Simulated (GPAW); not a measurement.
# How the form of the self-energy moves the gap of Cs2AgSbBr6 (Fm-3m)

How much does the gap of Cs2AgSbBr6 (Fm-3m) depend on the approximation to the self-energy?

Calculated with GPAW 26.7.0; LDA and many-body steps on it, plane waves.

**What was measured.**

- Gap 2.18 eV: indirect optical gap from Tauc plot; photothermal deflection spectroscopy; film (solution-processed film on quartz, about 200 nm thick) (“Bandgap Lowering in Mixed Alloys of Cs2Ag(SbxBi1-x)Br6 Double Perovskite Thin Films”, 2020, arxiv:2007.00388).

### Step 1. Starting point

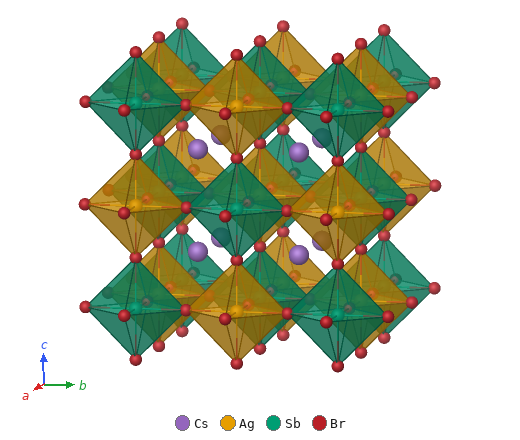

The starting structure, seen slightly off an axis (caesium purple, silver orange, antimony teal, bromine red). This picture shows the conventional cell, with its axes. Some periodic images of atoms are drawn too.

Structure file:

```xyz
10
Lattice="0.0000 5.6893 5.6893 5.6893 0.0000 5.6893 5.6893 5.6893 0.0000" Properties=species:S:1:pos:R:3 pbc="T T T"
Cs    8.5339    8.5339    8.5339
Cs    2.8446    2.8446    2.8446
Ag    5.6893    5.6893    5.6893
Sb    0.0000    0.0000    0.0000
Br    2.8269    5.6893    5.6893
Br    5.6893    5.6893    2.8269
Br    8.5516    5.6893    5.6893
Br    5.6893    2.8269    5.6893
Br    5.6893    8.5516    5.6893
Br    5.6893    5.6893    8.5516
```

The cell and positions are those that the Materials Project relaxed with its own functionals (PBE, PBE+U or r2SCAN), kept fixed. Spin-orbit coupling is left out unless a step names it.

### Step 2. Empty states on the mesh, 2×2×2 mesh, 1249 bands

This step: GPAW 26.7.0; DFT, LDA, plane waves, PAW.

The sums over transitions need many empty states on a uniform mesh; this step solves for them.

File run.py:

```python
import json
import numpy as np
from gpaw.mpi import world
from gpaw import GPAW

calc = GPAW('gs.gpw').fixed_density(kpts={'size': (2, 2, 2), 'gamma': True},
    parallel={'domain': 1, 'band': 1},
    txt='nscf.txt')
calc.diagonalize_full_hamiltonian(nbands=1249)
calc.write('full.gpw', mode='all')
res = {}
kpts = calc.get_ibz_k_points()
res['kpts'] = kpts
res['eigenvalues'] = [calc.get_eigenvalues(kpt=k) for k in range(len(kpts))]
res['n_electrons'] = calc.get_number_of_electrons()

if world.rank == 0:
    with open('result.json', 'w') as f:
        json.dump(res, f, default=lambda x: x.tolist())
```

Started as:

```sh
$ mpirun -n 3 gpaw python run.py
```

Numbers of over 12 decimals in the logs are rounded to 6 here.

The log of the run:

```text
Diagonalizing LCAO Hamiltonian
Converting LCAO to pw mode
convergence criteria:
- Maximum integral of absolute [eigenst]ate change: 4e-08 eV^2 / valence electron
maximum number of iterations: 100

SCF iterations
|iter     |     time |      energy | eigst |  dens |
|iter:   1|  |             | +0.57 |       |
|iter:   2|  |             | -0.38 |       |
|iter:   3|  |             | -1.09 |       |
[...]
|iter:  43|  |             | -7.08 |       |
|iter:  44|  |             | -7.32 |       |
|iter:  45|  |             | -7.49c|       |
SCF steps: 45
  __  _  _
 | _ |_)|_||  |
 |__||  | ||/\| - 26.7.0

Input parameters:
  mode=PW(ecut=450.000000),
  convergence={'density': 1e-06, 'bands': -3},
  gpts=array([40, 40, 40]),
  kpts=MonkhorstPack(size=(2, 2, 2), gamma=True),
  maxiter=100,
  nbands=57,
  occupations=Occupations(name='fermi-dirac', width=0.001, fixmagmom=False),
  parallel={'domain': 1, 'band': 1},
  xc=XC(name='LDA')
Matrix size: 7943x7943
# Writing to full.gpw (mode='all')
  [... matrices ...]

timing:  # [seconds]
  Total: 185.758  # ━━━━━━━━━━━━━━━━━━━━━━━━━━━━━━━━━━━━━━━━━━━━━━━━━━━━━━━━━
```

It took 3.4 min on 3 MPI ranks of AMD EPYC 9R45, shared host; peak memory 13 GiB.

This step gave:

```yaml
gap: 0.7528 eV
k_of_the_valence_top: 0.5, 0.5, 0
k_of_the_conduction_bottom: 0.5, 0.5, 0.5
least_direct_gap: 1.936 eV
k_points_computed: 3
lowest_point_of_the_top_converged_band_above_the_valence_top: 121.9163 eV
```

On this mesh the gap is 0.753 eV.

### Step 3. G0W0, Godby-Needs plasmon pole

G0W0 replaces the xc potential by the self-energy, built once from these orbitals. Only a window of levels is corrected, while the sums run over the empty bands that the input names.

This step: G0W0 on LDA, plane waves, PAW.

File run.py:

```python
import json
import numpy as np
from gpaw.mpi import world
from gpaw.response.g0w0 import G0W0

gw = G0W0('full.gpw',
    filename='gw',
    kpts=[0, 1, 2],
    bands=(44, 48),
    ecut=78,
    nbands=576,
    integrate_gamma='WS',
    ppa=True)
gw.calculate()
res = {mode: {k: v for k, v in r.items() if k != 'sigma_eskwn'}
       for mode, r in gw.all_results.items()}

if world.rank == 0:
    with open('result.json', 'w') as f:
        json.dump(res, f, default=lambda x: x.tolist())
```

Started as:

```sh
$ mpirun -n 8 gpaw python run.py
```

The log of the run:

```text
Using integrator: PointIntegrator
FrequencyGridDescriptor(from 0.000+0.000j to 0.000+27.211j eV, 2 points)
Nonperiodic BCs:  [False False False]
Using integrator: PointIntegrator
FrequencyGridDescriptor(from 0.000+0.000j to 0.000+27.211j eV, 2 points)
Nonperiodic BCs:  [False False False]
  ___  _ _ _
 |   || | | |
 | | || | | |
 |__ ||_____|
 |___|

BZ k-points: Symmetries present (total): 48

  [... matrices ...]
8 k-points: 2 x 2 x 2 Monkhorst-Pack grid + [1/4,1/4,1/4]
3 k-points in the irreducible part of the Brillouin zone
       k-points in crystal coordinates                weights
   0:     0.00000000    0.00000000    0.00000000          1/8
   1:     0.50000000    0.50000000    0.00000000          3/8
   2:     0.50000000    0.50000000    0.50000000          4/8

Distributing spins, k-points and bands (1 x 3 x 4) over 8 processes
Number of blocks: 1

Quasi particle states:
k-points (IBZ indices): [0, 1, 2]
Band range: (44, 48)
  [... matrices ...]
Computational parameters:
Plane wave cut-off: 78 eV
Number of bands: 576
Coulomb cutoff: None
Broadening: 0.1 eV

fxc modes: GW
Kernel: RPA
Using Godby-Needs plasmon-pole approximation:
  Fitting energy: i*E0, E0 = 1.000 Hartree
Summing all q:

Calculating screened Coulomb potential
No Coulomb truncation
FrequencyGridDescriptor(from 0.000+0.000j to 0.000+27.211j eV, 2 points)
Removing empty qpoint cache files...

Calculating chi0 body with:
    Ground state adapter containing:
    Number of spins: 1
    Number of kpoints: 8
    Number of irreducible kpoints: 3
    Number of completely occupied states: 46
    Number of partially occupied states: 46
    Occupied states memory: 44.921875 M / cpu

    Linear response parametrization:
    q_c: [0.0, 0.0, 0.0]
    Number of frequency points: 2
    Planewave cutoff: 78.0
    Number of bands: 576
    Number of planewaves: 561
    Broadening (eta): 1e-06
    comm.size: 8
    kncomm.size: 8
    blockcomm.size: 1

    Memory estimate of potentially large arrays:
        chi0_wGG: 9.604523 M / cpu
Integrating chi0 body.

Symmetries of q_c:
    Direct symmetries (Uq -> q): 48
    Indirect symmetries (TUq -> q): 0
In total 48 allowed symmetries.

  [... matrices ...]
3 groups of equivalent kpoints. 62.5% reduction.

Integral kind: response function
Integrating chi0 head and wings.

Symmetries of q_c:
    Direct symmetries (Uq -> q): 48
    Indirect symmetries (TUq -> q): 0
In total 48 allowed symmetries.

  [... matrices ...]
3 groups of equivalent kpoints. 62.5% reduction.

Integral kind: response function wings

Calculating chi0 body with:
    Ground state adapter containing:
    Number of spins: 1
    Number of kpoints: 8
    Number of irreducible kpoints: 3
    Number of completely occupied states: 46
    Number of partially occupied states: 46
    Occupied states memory: 44.921875 M / cpu

    Linear response parametrization:
[... the further q-points ...]

Results:
f:      Occupation numbers
eps:     KS-eigenvalues [eV]
vxc:     KS vxc [eV]
exx:     Exact exchange [eV]
sigma:   Self-energies [eV]
dsigma:  Self-energy derivatives
Z:       Renormalization factors
qp:      QP-energies [eV]

k-point 0 (0): (0.000, 0.000, 0.000)                GW
band       f     eps     vxc     exx   sigma  dsigma       Z      qp
                                                                   GW
  44   1.000   1.223 -22.394 -26.026   3.312  -0.303   0.767   0.978
  45   1.000   1.223 -22.394 -26.026   3.312  -0.303   0.767   0.978
  46   0.000   3.996 -13.791  -9.612  -3.150  -0.260   0.794   4.813
  47   0.000   3.996 -13.791  -9.612  -3.150  -0.260   0.794   4.813

k-point 1 (1): (0.500, 0.500, 0.000)                GW
band       f     eps     vxc     exx   sigma  dsigma       Z      qp
                                                                   GW
  44   1.000   1.217 -22.397 -26.043   3.323  -0.303   0.767   0.969
  45   1.000   2.152 -20.800 -22.980   2.143  -0.275   0.784   2.123
[...]
k-point 2 (2): (0.500, 0.500, 0.500)                GW
band       f     eps     vxc     exx   sigma  dsigma       Z      qp
                                                                   GW
[...]
45   1.000   0.969 -16.378 -18.176   1.587  -0.278   0.782   0.804
  46   0.000   2.905 -13.887  -9.771  -3.075  -0.247   0.802   3.739
  47   0.000   5.272 -16.903 -12.596  -3.077  -0.417   0.706   6.140
```

Run time: 2.1 min. Hardware: 8 MPI ranks; peak memory 8.4 GiB.

This step gave:

| Item | Value |
| --- | --- |
| G0W0 gap on the points computed | 1.617 eV |
| least direct G0W0 gap on the computed points | 2.936 eV |
| Z at the valence top | 0.7842 |
| Z at the conduction bottom | 0.8020 |
| starting gap on the mesh | 0.7528 eV |
| k of the valence top | 0.5, 0.5, 0 |
| k of the conduction bottom | 0.5, 0.5, 0.5 |

The gap on the mesh goes from 0.75 eV to 1.62 eV, a correction of +0.86 eV.

### Step 4. One-shot HSE06

This step: one-shot HSE06 levels on LDA orbitals, plane waves, PAW.

File run.py:

```python
import json
import numpy as np
from gpaw.mpi import world
from gpaw.hybrids.eigenvalues import non_self_consistent_eigenvalues

dft, vxc, vxc_hyb = non_self_consistent_eigenvalues('full.gpw', 'HSE06', 44, 48, kpt_indices=[0, 1, 2])
res = {'dft': dft[0], 'hybrid': (dft - vxc + vxc_hyb)[0]}
if world.rank == 0:
    with open('hybrid.txt', 'w') as f:
        for k, e0, e1 in zip([0, 1, 2], res['dft'], res['hybrid']):
            print(k, ' '.join(f'{x:9.4f}' for x in e0), '|', ' '.join(f'{x:9.4f}' for x in e1), file=f)

if world.rank == 0:
    with open('result.json', 'w') as f:
        json.dump(res, f, default=lambda x: x.tolist())
```

Started as:

```sh
$ mpirun -n 8 gpaw python run.py
```

The log of the run:

```text
IBZ(<points: 3, symmetries: 48>)
Occupied bands: 46
Transforming wave functions from IBZ to BZ: 0.035 seconds
Distributing wave functions and iFFT-ing to real space: 0.036 seconds
Calculating eigenvalues:
  k-points: 3
  Bands: 44-47 (inclusive)
  Seconds: 0.704 (wave-function broadcasting: 0.031 seconds)
HSE06-eigenvalue shifts:
  min: -0.738 eV
  ave: 0.060 eV
  max: 0.702 eV
```

Run time: 4.4 s. Hardware: 8 MPI ranks; peak memory 2.2 GiB; 34 s of CPU time.

This step gave:

```yaml
starting_gap_on_the_mesh: 0.7528 eV
hybrid_gap_on_the_mesh: 1.790 eV
least_direct_hybrid_gap_on_the_computed_points: 2.807 eV
```

### Step 5. G0W0, extrapolated in the cutoff

This step: G0W0 on LDA, plane waves, PAW.

File run.py:

```python
import json
import numpy as np
from gpaw.mpi import world
from gpaw.response.g0w0 import G0W0

gw = G0W0('full.gpw',
    filename='gw',
    kpts=[0, 1, 2],
    bands=(44, 48),
    ecut=130.0,
    integrate_gamma='WS',
    ppa=True,
    ecut_extrapolation=True)
gw.calculate()
res = {mode: {k: v for k, v in r.items() if k != 'sigma_eskwn'}
       for mode, r in gw.all_results.items()}

if world.rank == 0:
    with open('result.json', 'w') as f:
        json.dump(res, f, default=lambda x: x.tolist())
```

Started as:

```sh
$ mpirun -n 8 gpaw python run.py
```

The log of the run:

```text
Using integrator: PointIntegrator
FrequencyGridDescriptor(from 0.000+0.000j to 0.000+27.211j eV, 2 points)
Nonperiodic BCs:  [False False False]
Using integrator: PointIntegrator
FrequencyGridDescriptor(from 0.000+0.000j to 0.000+27.211j eV, 2 points)
Nonperiodic BCs:  [False False False]
  ___  _ _ _
 |   || | | |
 | | || | | |
 |__ ||_____|
 |___|

BZ k-points: Symmetries present (total): 48

  [... matrices ...]
8 k-points: 2 x 2 x 2 Monkhorst-Pack grid + [1/4,1/4,1/4]
3 k-points in the irreducible part of the Brillouin zone
       k-points in crystal coordinates                weights
   0:     0.00000000    0.00000000    0.00000000          1/8
   1:     0.50000000    0.50000000    0.00000000          3/8
   2:     0.50000000    0.50000000    0.50000000          4/8

Distributing spins, k-points and bands (1 x 3 x 4) over 8 processes
Number of blocks: 1

Quasi particle states:
k-points (IBZ indices): [0, 1, 2]
Band range: (44, 48)
  [... matrices ...]
Computational parameters:
Extrapolating to infinite plane wave cut-off using points at:
  112.031 eV
  120.183 eV
  130.000 eV
Number of bands: 1239
Coulomb cutoff: None
Broadening: 0.1 eV

fxc modes: GW
Kernel: RPA
Using Godby-Needs plasmon-pole approximation:
  Fitting energy: i*E0, E0 = 1.000 Hartree
Summing all q:

Calculating screened Coulomb potential
No Coulomb truncation
FrequencyGridDescriptor(from 0.000+0.000j to 0.000+27.211j eV, 2 points)
Removing empty qpoint cache files...

Calculating chi0 body with:
    Ground state adapter containing:
    Number of spins: 1
    Number of kpoints: 8
    Number of irreducible kpoints: 3
    Number of completely occupied states: 46
    Number of partially occupied states: 46
    Occupied states memory: 44.921875 M / cpu

    Linear response parametrization:
[...]
Integral kind: response function
Integrating chi0 head and wings.

Symmetries of q_c:
    Direct symmetries (Uq -> q): 48
    Indirect symmetries (TUq -> q): 0
In total 48 allowed symmetries.

  [... matrices ...]
3 groups of equivalent kpoints. 62.5% reduction.

Integral kind: response function wings

Calculating chi0 body with:
    Ground state adapter containing:
    Number of spins: 1
    Number of kpoints: 8
    Number of irreducible kpoints: 3
    Number of completely occupied states: 46
    Number of partially occupied states: 46
    Occupied states memory: 44.921875 M / cpu

    Linear response parametrization:
[... the further q-points ...]
Extrapolating selfenergy to infinite energy cutoff:
  Performing linear fit to 3 points
  Warning: Bad quality of linear fit for some (n,k).
           Higher cutoff might be necessary.
  Minimum R^2 = 0.0056. (R^2 Should be close to 1)
  [... matrices ...]
Results:
f:      Occupation numbers
eps:     KS-eigenvalues [eV]
vxc:     KS vxc [eV]
exx:     Exact exchange [eV]
sigma:   Self-energies [eV]
dsigma:  Self-energy derivatives
Z:       Renormalization factors
qp:      QP-energies [eV]

k-point 0 (0): (0.000, 0.000, 0.000)                GW
band       f     eps     vxc     exx   sigma  dsigma       Z      qp
                                                                   GW
  44   1.000   1.223 -22.394 -26.026   2.877  -0.306   0.766   0.645
  45   1.000   1.223 -22.394 -26.026   2.877  -0.306   0.766   0.645
  46   0.000   3.996 -13.791  -9.612  -3.548  -0.280   0.781   4.489
[...]
k-point 1 (1): (0.500, 0.500, 0.000)                GW
band       f     eps     vxc     exx   sigma  dsigma       Z      qp
                                                                   GW
[...]
k-point 2 (2): (0.500, 0.500, 0.500)                GW
band       f     eps     vxc     exx   sigma  dsigma       Z      qp
                                                                   GW
[...]
46   0.000   2.905 -13.887  -9.771  -3.486  -0.251   0.799   3.409
  47   0.000   5.272 -16.903 -12.596  -3.616  -0.237   0.809   5.831
```

Run time: 28 min. Hardware: 8 MPI ranks; peak memory 19 GiB; 3.7 h of CPU time.

Numbers from this step:

* quasiparticle gap on the points computed: 1.704 eV
* least direct quasiparticle gap on the computed points: 3.057 eV
* Z at the valence top: 0.7800
* Z at the conduction bottom: 0.7991
* starting gap on the mesh: 0.7528 eV
* k of the valence top: 0.5, 0.5, 0
* k of the conduction bottom: 0.5, 0.5, 0.5
* gaps at the cutoffs of the extrapolation: 1.638, 1.645, 1.651 eV

Against G0W0 in GPAW (2×2×2 mesh, 576 bands, screening to 78 eV, Godby-Needs plasmon pole), the gap moves by +0.087 eV.

(Continued in part 2 of 2.)

[Paths, hosts, dates, memory and timing lines, banners, echoed tables and standing remarks are left out of the program output.]

[Logs are printed without paths, hosts, clocks, repeated set-up lines and the standing remarks that a program may print on its own settings, such as how far it seeks lower states.]

[Runs of the session that timed out or met a known fault of the program may be left out.]

[Hosts, paths, dates, database ids (printed as entryN), source tags and the programs' standing remarks are cut or masked in the printed files.]
